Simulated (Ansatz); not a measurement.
**SiBrCl3 (bromotrichlorosilane): wB97M-V/cc-pVDZ**

Aim: the electronic atomisation energy of SiBrCl3 (bromotrichlorosilane) at wB97M-V/cc-pVDZ, from 4 runs. 

The calculation is run with Ansatz 0.2.0.

55 further runs of the same task are left out: 12 that didn't finish, 43 set aside as unsound or not needed.

**1. The structure to begin with**

SiBrCl3 has 5 atoms, charge 0, and is taken as a singlet. As SMILES, `Cl[Si](Cl)(Cl)Br`. The coordinates come from a PBE0-D4/def2-TZVP relaxation.

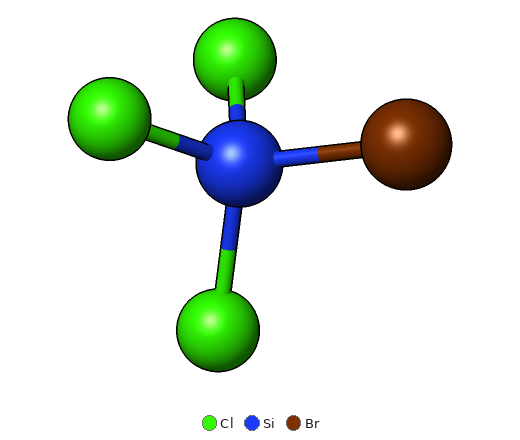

Viewed from a chosen angle; chlorine green, silicon blue, bromine brown.

**2. A single-point energy at wB97M-V/cc-pVDZ**

Input file input.yaml:

```yaml
crystal:
  periodic: [false, false, false]
  atoms:
    - {symbol: Cl, position_ang: [-0.852900, -0.217700, 1.821600]}
    - {symbol: Si, position_ang: [0.003400, -0.042600, -0.003200]}
    - {symbol: Cl, position_ang: [1.690500, -1.158200, -0.059200]}
    - {symbol: Cl, position_ang: [-1.285700, -0.709700, -1.412800]}
    - {symbol: Br, position_ang: [0.494400, 2.054400, -0.387900]}
basis:
  gaussian:
    orbitals: cc-pVDZ
hamiltonian:
  xc: {name: wB97M-V}
accuracy: high
output: {orbitals: {seedname: orbitals}}
```

Command:

```console
$ ansatz run input.yaml --threads 1 --pin off --max-ram 3480MiB --events-out events.jsonl --progress --plain --runs-dir runs
```

What it wrote:

```text
Warning: RAYON_NUM_THREADS=1 ignored (pool sized by the plan → 1); use --threads N
Functional definition: wB97M-V
  name "wB97M-V"
  parameter omega = 0.3/bohr
  parameter cx = 0.15
  parameter cx01 = 1.007
  parameter cx10 = 0.259
  parameter css00 = 0.443
  parameter css04 = -1.437
  parameter css10 = -4.535
  parameter css20 = -3.390
  parameter css43 = 4.278
  parameter cos00 = 1.000
  parameter cos10 = 1.358
  parameter cos20 = 2.924
  parameter cos21 = -8.812
  parameter cos60 = -1.390
  parameter cos61 = 9.142
  parameter b = 6.0
  parameter c = 0.01
  gx(w, u) = 1 - cx + cx01*u + cx10*w
  gss(w, u) = css00 + css04*u^4 + css10*w + css20*w^2 + css43*w^4*u^3
  gos(w, u) = cos00 + cos10*w + (cos20 + cos21*u)*w^2 + (cos60 + cos61*u)*w^6
  exchange = spin_sum(e_x_unif_sr(omega)*gx(b97_w, b97_u_x)) + cx*exact_x_sr(omega) + exact_x_lr(omega)
  correlation = spin_sum(e_c_pw_mod_same_spin*gss(b97_w, b97_u_same))
      + integral(e_c_pw_mod_opposite_spin*gos(b97_w_opposite, b97_u_opposite)) + vv10(b, c)
2154 factors; integrals over basis functions are off by at most 4.6e-9 eV
394 factors; integrals over basis functions are off by at most 1.9e-9 eV
mean field evaluation 1: about -115489.2403 eV, gradient 2.3e1 eV
mean field evaluation 2: about -115489.6301 eV, gradient 2.1e1 eV
mean field evaluation 4: about -115490.8153 eV, gradient 3.3e-1 eV
mean field evaluation 8: about -115490.9248 eV, gradient 5.1e-3 eV
mean field evaluation 16: about -115490.9248 eV, gradient 4.5e-7 eV
mean field -115490.92477001 eV, -4244.2132027374 hartree, gradient 2.1e-8 eV, S^2 0.000000; 0 other end points of the search recorded, 0 dependent functions left out
reference -115490.92477354 eV, -4244.2132028671 hartree; 50, 50 occupied and 49, 49 virtual orbitals, 2154 factors
Total energy: -115490.92477354 eV, -4244.2132028671 hartree
```

Run time: 2.2 min. Hardware: 1 thread of Arm Neoverse V2, shared host; peak memory 0.81 GiB.

**3. The Br atom at the same level**

Input file molecule.yaml:

```yaml
crystal:
  periodic: [false, false, false]
  atoms:
    - {symbol: Br, position_ang: [0.000000, 0.000000, 0.000000]}
basis:
  gaussian:
    orbitals: cc-pVDZ
magnetization:
  spin_polarized: true
  initial_magnetization: 1
hamiltonian:
  xc: {name: wB97M-V}
accuracy: high
```

Run the same way, it converges to -2573.94059 Eh (log not shown).

**4. The Cl atom, same level**

Input file job.yaml:

```yaml
crystal:
  periodic: [false, false, false]
  atoms:
    - {symbol: Cl, position_ang: [0.000000, 0.000000, 0.000000]}
basis:
  gaussian:
    orbitals: cc-pVDZ
magnetization:
  spin_polarized: true
  initial_magnetization: 1
hamiltonian:
  xc: {name: wB97M-V}
accuracy: high
```

Run the same way, it converges to -460.11775 Eh (log not shown).

**5. The Si atom at the same level**

Input file molecule.yaml:

```yaml
crystal:
  periodic: [false, false, false]
  atoms:
    - symbol: Si
      position_ang: [0.000000, 0.000000, 0.000000]
basis:
  gaussian: {orbitals: cc-pVDZ}
accuracy: high
magnetization: {spin_polarized: true, initial_magnetization: 2}
hamiltonian: {xc: {name: wB97M-V}}
```

Run the same way, it converges to -289.35038 Eh (log not shown).

**6. Summary of results**

Level: wB97M-V/cc-pVDZ.

| quantity | value |
| --- | --- |
| molecule: total energy | -4244.21320 Eh |
| molecule: HOMO energy | -11.20 eV |
| molecule: LUMO energy | 1.23 eV |
| molecule: HOMO–LUMO gap | 12.43 eV |
| Br atom: total energy | -2573.94059 Eh |
| Br atom: ⟨S²⟩ | 0.751 |
| Cl atom: total energy | -460.11775 Eh |
| Cl atom: ⟨S²⟩ | 0.751 |
| Si atom: total energy | -289.35038 Eh |
| Si atom: ⟨S²⟩ | 2.001 |
| electronic atomisation energy | 15.483 eV |

What this shows: Taking the molecule apart into free atoms costs 15.48 eV (357 kcal/mol), before zero-point energy and without spin-orbit coupling.
